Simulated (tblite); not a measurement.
**Geometry relaxation of C3H8O3Si2 (part 2 of 2)**

The same run, continued: C3H8O3Si2; GFN2-xTB geometry optimisation, gas phase (tblite 0.8.0). It belongs to a series of runs on one base structure; here: terminal Si group replaced by H.

Geometry of the input (Å):
```
C  4.6472  -0.7338  -0.2758
C  3.4580  -0.9202  -0.1337
Si 1.6375  -1.2261  0.1113
O  0.6992  -0.0926  -0.6825
Si -0.8987  0.2054  -0.9001
O  -1.0565  1.3869  -2.0553
O  -1.5912  0.7413  0.4961
C  -2.9919  0.9246  0.5329
H  5.6867  -0.5609  -0.4086
H  1.2758  -2.5708  -0.4026
H  1.3005  -1.2047  1.5532
H  -1.5943  -1.0162  -1.3668
H  -0.4593  2.1406  -1.9131
H  -3.2719  1.2585  1.5288
H  -3.5296  -0.0121  0.3363
H  -3.3190  1.6892  -0.1733
```

**Trajectory as extended XYZ, continued**
```
16
Properties=species:S:1:pos:R:3:forces:R:3 step=94 energy=-715.32124
C     4.3529   -0.4548   -0.3971    0.0710   0.0110  -0.0030
C     3.2415   -0.8118   -0.1111   -0.0530  -0.0020  -0.0080
Si    1.5253   -1.3748    0.3121    0.0030  -0.0080   0.0110
O     0.5480   -0.4783   -0.6201    0.0260   0.0040  -0.0050
Si   -0.8879    0.1431   -0.9955   -0.0200   0.0000  -0.0390
O    -0.7179    1.6356   -1.6149   -0.0200  -0.0070   0.0130
O    -1.7209    0.2419    0.3800    0.0280   0.0090   0.0290
C    -2.9366    0.8973    0.5899   -0.0380   0.0040   0.0130
H     5.3293   -0.1450   -0.6419   -0.0170   0.0020   0.0030
H     1.3488   -2.7700   -0.0975   -0.0050  -0.0190   0.0050
H     1.2434   -1.1294    1.7250    0.0140  -0.0020   0.0150
H    -1.5059   -0.7458   -1.9699   -0.0020  -0.0090  -0.0080
H    -0.0539    1.8045   -2.2759    0.0140   0.0070  -0.0060
H    -2.9824    1.2081    1.6354    0.0110  -0.0190  -0.0220
H    -3.7648    0.2143    0.3814    0.0000   0.0290  -0.0090
H    -3.0265    1.7737   -0.0530   -0.0120   0.0000   0.0120
16
Properties=species:S:1:pos:R:3:forces:R:3 step=110 energy=-715.32424
C     4.3663   -0.4684   -0.4009   -0.0130  -0.0020   0.0120
C     3.2493   -0.8207   -0.1286    0.0190   0.0020   0.0010
Si    1.5324   -1.3667    0.3136    0.0070   0.0050  -0.0250
O     0.5676   -0.4355   -0.5992   -0.0080   0.0110   0.0020
Si   -0.8864    0.1421   -0.9810   -0.0070  -0.0040  -0.0080
O    -0.7585    1.6187   -1.6464    0.0100  -0.0130   0.0030
O    -1.7055    0.2725    0.4018   -0.0060  -0.0020  -0.0160
C    -2.9377    0.9061    0.5894   -0.0070  -0.0020  -0.0110
H     5.3433   -0.1565   -0.6388   -0.0020  -0.0040  -0.0080
H     1.3193   -2.7564   -0.1005    0.0060   0.0000   0.0060
H     1.2790   -1.1291    1.7331    0.0000   0.0010   0.0170
H    -1.4920   -0.7895   -1.9247   -0.0100   0.0090   0.0160
H    -0.0973    1.7867   -2.3108    0.0070   0.0060  -0.0040
H    -3.0550    1.1049    1.6557   -0.0030  -0.0050  -0.0170
H    -3.7484    0.2557    0.2499    0.0020   0.0220   0.0100
H    -2.9840    1.8450    0.0341    0.0060  -0.0230   0.0230
16
Properties=species:S:1:pos:R:3:forces:R:3 step=126 energy=-715.32566
C     4.3650   -0.4595   -0.4129   -0.0060   0.0090   0.0070
C     3.2498   -0.8103   -0.1321   -0.0070   0.0020  -0.0100
Si    1.5369   -1.3616    0.3201   -0.0080  -0.0140   0.0100
O     0.5499   -0.4612   -0.5987    0.0150  -0.0030  -0.0070
Si   -0.8971    0.1293   -0.9871    0.0090   0.0040   0.0030
O    -0.7410    1.6049   -1.6494   -0.0120  -0.0120  -0.0050
O    -1.7197    0.2608    0.3930   -0.0020   0.0050   0.0030
C    -2.9411    0.9109    0.5892   -0.0030   0.0040   0.0070
H     5.3394   -0.1455   -0.6581    0.0050  -0.0060  -0.0060
H     1.3367   -2.7595   -0.0736    0.0080   0.0060   0.0100
H     1.2934   -1.1039    1.7395   -0.0010  -0.0040  -0.0100
H    -1.5183   -0.7996   -1.9224    0.0100   0.0170  -0.0090
H    -0.0723    1.7676   -2.3079   -0.0020  -0.0080   0.0080
H    -3.0889    1.0281    1.6637   -0.0100  -0.0050  -0.0110
H    -3.7581    0.3166    0.1722    0.0020   0.0070   0.0080
H    -2.9420    1.8918    0.1112    0.0030  -0.0020   0.0010
16
Properties=species:S:1:pos:R:3:forces:R:3 step=141 energy=-715.32648
C     4.3437   -0.4325   -0.4303   -0.0120  -0.0050   0.0030
C     3.2339   -0.7912   -0.1383    0.0060  -0.0010  -0.0070
Si    1.5336   -1.3679    0.3301   -0.0040  -0.0060   0.0090
O     0.5248   -0.5226   -0.6169    0.0000  -0.0120  -0.0010
Si   -0.9060    0.1128   -0.9952    0.0110  -0.0050   0.0030
O    -0.7126    1.5948   -1.6331    0.0060   0.0020  -0.0020
O    -1.7323    0.2359    0.3841   -0.0010   0.0020  -0.0110
C    -2.9367    0.9149    0.5899    0.0030   0.0070  -0.0010
H     5.3143   -0.1171   -0.6881    0.0050   0.0070  -0.0030
H     1.3723   -2.7823   -0.0189   -0.0050   0.0070  -0.0030
H     1.2822   -1.0761    1.7409    0.0010   0.0030   0.0020
H    -1.5370   -0.7790   -1.9591    0.0020  -0.0010   0.0090
H    -0.0243    1.7480   -2.2737   -0.0120   0.0080   0.0070
H    -3.0988    0.9929    1.6659    0.0020  -0.0030  -0.0140
H    -3.7653    0.3646    0.1374    0.0010   0.0010   0.0030
H    -2.8993    1.9137    0.1517   -0.0020  -0.0040   0.0050
16
Properties=species:S:1:pos:R:3:forces:R:3 step=157 energy=-715.32812
C     4.2439   -0.3384   -0.4953    0.0100  -0.0030  -0.0020
C     3.1663   -0.7550   -0.1622   -0.0100   0.0010   0.0030
Si    1.5084   -1.4013    0.3692    0.0080  -0.0100  -0.0070
O     0.4278   -0.7684   -0.6611    0.0100  -0.0010   0.0080
Si   -0.9080    0.0554   -1.0213   -0.0050  -0.0060  -0.0060
O    -0.5772    1.5683   -1.5167   -0.0110  -0.0030   0.0130
O    -1.7654    0.1438    0.3410   -0.0090   0.0040  -0.0050
C    -2.9025    0.9211    0.5775   -0.0060   0.0020   0.0010
H     5.1887    0.0230   -0.7879   -0.0080   0.0020  -0.0020
H     1.4404   -2.8503    0.1620    0.0010   0.0180   0.0050
H     1.2475   -0.9726    1.7434    0.0010  -0.0080  -0.0050
H    -1.5642   -0.7066   -2.0737   -0.0020   0.0060   0.0040
H     0.0967    1.7248   -2.1708    0.0140  -0.0040  -0.0040
H    -3.0995    0.9077    1.6503   -0.0030   0.0030  -0.0070
H    -3.7642    0.5085    0.0463    0.0130   0.0010   0.0040
H    -2.7463    1.9489    0.2460   -0.0030  -0.0020   0.0020
16
Properties=species:S:1:pos:R:3:forces:R:3 step=173 energy=-715.32856
C     4.2082   -0.3034   -0.5224   -0.0030  -0.0020  -0.0010
C     3.1378   -0.7311   -0.1802    0.0030   0.0000   0.0050
Si    1.4994   -1.4070    0.3746   -0.0040  -0.0090  -0.0010
O     0.3881   -0.8499   -0.6667    0.0050   0.0010  -0.0010
Si   -0.9112    0.0326   -1.0246    0.0000  -0.0040  -0.0010
O    -0.5237    1.5463   -1.4752    0.0010   0.0010   0.0000
O    -1.7844    0.1148    0.3278   -0.0030   0.0040  -0.0050
C    -2.8960    0.9258    0.5722    0.0040   0.0020  -0.0050
H     5.1454    0.0700   -0.8238   -0.0030   0.0050  -0.0060
H     1.4708   -2.8615    0.2132    0.0020  -0.0020  -0.0070
H     1.2315   -0.9445    1.7357    0.0070   0.0010   0.0110
H    -1.5737   -0.6826   -2.1045    0.0020   0.0000   0.0010
H     0.1694    1.6953   -2.1114    0.0010  -0.0020   0.0030
H    -3.1068    0.8888    1.6415   -0.0110   0.0060   0.0020
H    -3.7639    0.5594    0.0184    0.0020  -0.0010   0.0030
H    -2.6985    1.9560    0.2721   -0.0040   0.0010   0.0010
16
Properties=species:S:1:pos:R:3:forces:R:3 step=188 energy=-715.33442
C     4.0399   -0.1512   -0.6860   -0.0190  -0.0210   0.0120
C     3.0535   -0.6799   -0.2447    0.0340   0.0140  -0.0150
Si    1.5314   -1.5055    0.4313   -0.0060   0.0080  -0.0210
O     0.2741   -1.0476   -0.4829   -0.0130   0.0020   0.0090
Si   -0.8905   -0.0257   -0.9280    0.0330   0.0080  -0.0020
O    -0.3212    1.4512   -1.3047    0.0100   0.0010  -0.0120
O    -1.8672    0.1184    0.3458   -0.0040   0.0070  -0.0140
C    -2.9402    1.0022    0.4915    0.0190   0.0010  -0.0070
H     4.9087    0.3052   -1.0692   -0.0240   0.0010   0.0070
H     1.6065   -2.9505    0.2186    0.0030  -0.0020  -0.0030
H     1.3562   -1.0928    1.8234   -0.0050   0.0050   0.0030
H    -1.5171   -0.6563   -2.0800    0.0040  -0.0020   0.0130
H     0.4339    1.5476   -1.8783   -0.0260  -0.0140   0.0240
H    -3.2966    0.9297    1.5191   -0.0070  -0.0050   0.0120
H    -3.7491    0.7365   -0.1929   -0.0070  -0.0030   0.0010
H    -2.6301    2.0276    0.2838    0.0070   0.0010  -0.0070
16
Properties=species:S:1:pos:R:3:forces:R:3 step=204 energy=-715.33685
C     3.8234   -0.0051   -0.8317   -0.0040  -0.0010   0.0010
C     2.9408   -0.6368   -0.3136    0.0020   0.0010   0.0000
Si    1.5486   -1.5907    0.4676    0.0020   0.0000   0.0030
O     0.1751   -1.1984   -0.2947    0.0030  -0.0030   0.0000
Si   -0.8532   -0.0790   -0.8344    0.0000  -0.0030   0.0040
O    -0.1348    1.3504   -1.1276   -0.0030   0.0060  -0.0010
O    -1.9306    0.1197    0.3455    0.0040  -0.0020   0.0020
C    -2.9537    1.0691    0.4044    0.0010  -0.0010  -0.0010
H     4.6036    0.5416   -1.2805   -0.0010   0.0000   0.0020
H     1.6984   -3.0179    0.1901    0.0000   0.0010  -0.0020
H     1.4728   -1.2257    1.8824    0.0010  -0.0010  -0.0040
H    -1.4163   -0.6436   -2.0511   -0.0030  -0.0050  -0.0040
H     0.6988    1.3809   -1.5877    0.0020   0.0020   0.0000
H    -3.3947    1.0251    1.4007   -0.0010   0.0030   0.0010
H    -3.7208    0.8478   -0.3415   -0.0060   0.0030  -0.0010
H    -2.5650    2.0717    0.2188    0.0020   0.0010  -0.0010
```

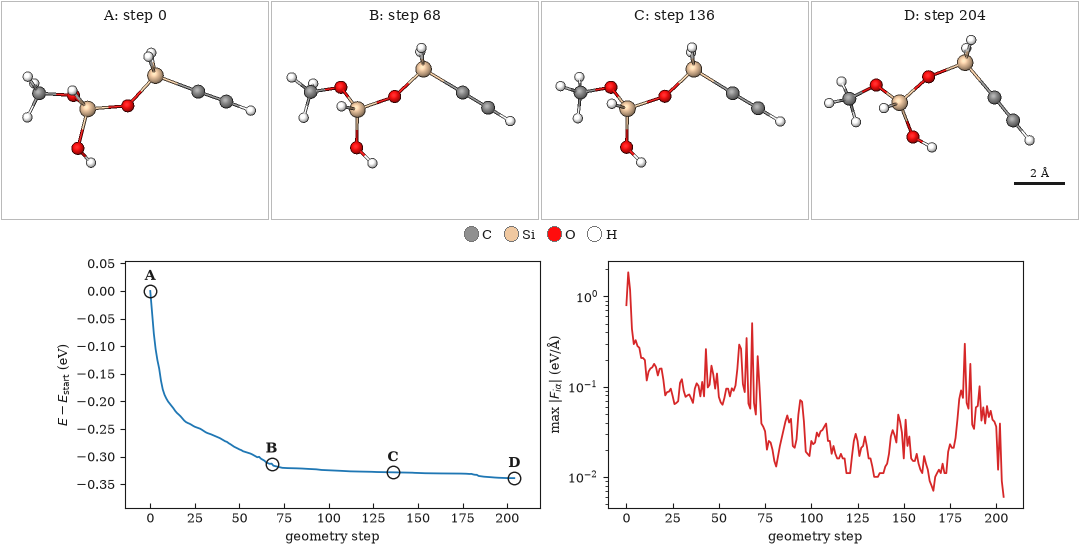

Frames of the relaxation (ball-and-stick view, seen at a tilt) above the curves, on which the letters mark them (steps are counted from 0).

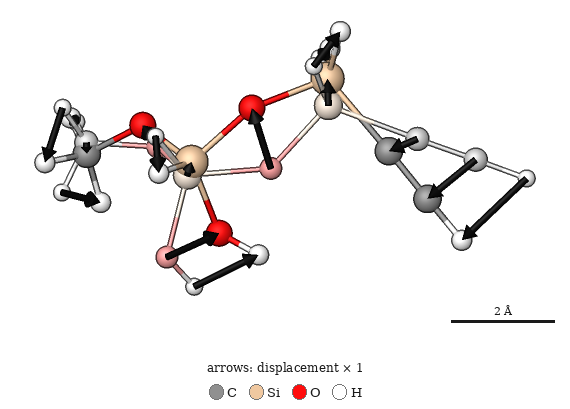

Start (faint) and end (solid) with the displacements as black arrows, at true length (ball-and-stick view, seen at a tilt). The two geometries are laid on each other by the best rigid fit. The largest move after the best rigid fit is that of H9, 1.76 Å. By element the largest moves are H 1.76 Å, O 1.30 Å, C 1.22 Å, Si 0.53 Å. Among the contacts that change: Si3–O4 1.672 → 1.619 Å, Si5–O7 1.648 → 1.610 Å, Si5–O6 1.660 → 1.626 Å, O4–Si5 1.640 → 1.613 Å. Among the angles that change: Si3–O4–Si5 137.1° → 150.1°, H10–Si3–H11 107.1° → 115.6°, Si5–O7–C8 118.7° → 127.2°. Over 204 geometry steps the energy falls by 0.339 eV. The largest force component goes from 0.8 to 0.006 eV/Å. (Atoms are counted from 1 in the order of the input.)
